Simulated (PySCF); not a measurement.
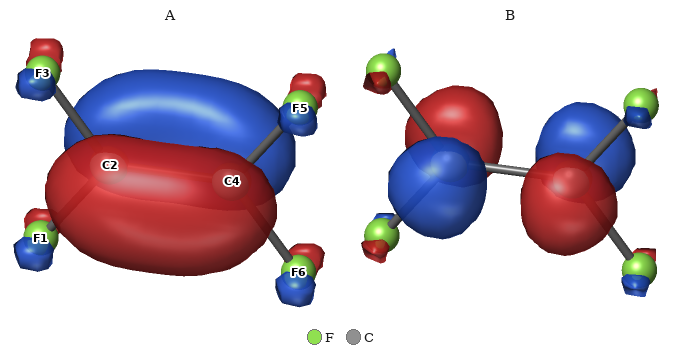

C2F4, SMILES `FC(F)=C(F)F`. Natural orbitals of the π active space, CASSCF(2,2), singlet state, in order of falling occupation.

Level of theory: cc-pVDZ basis (PySCF), at a geometry from GFN2-xTB. No frequency check shows the geometry to be a minimum.

Cartesian coordinates (Å):

```
F1      -1.4006   -1.0958    0.0000
C2      -0.6644   -0.0004    0.0000
F3      -1.4006    1.0961    0.0000
C4       0.6644   -0.0004    0.0000
F5       1.4006    1.0961    0.0000
F6       1.4006   -1.0958    0.0000
```

> What are the natural occupation numbers?

A 1.92, B 0.08.

> How multiconfigurational is the state?

The leading determinant weighs 0.96; the effective number of unpaired electrons, Σ n²(2−n)², is 0.05; the most occupied of the weakly occupied orbitals holds 0.08 e, as in an ordinary closed-shell π system. The active space lowers the energy by 0.81 eV against Hartree–Fock.

> Where does the lowest triplet lie relative to the singlet, at this geometry and within this active space?

5.14 eV above it by strongly contracted NEVPT2 (+5.13 eV by CASSCF); a small basis tends to put such gaps a few tenths of an eV too high. This is a vertical energy for π states alone; a state that uses lone pairs or σ orbitals may lie lower.
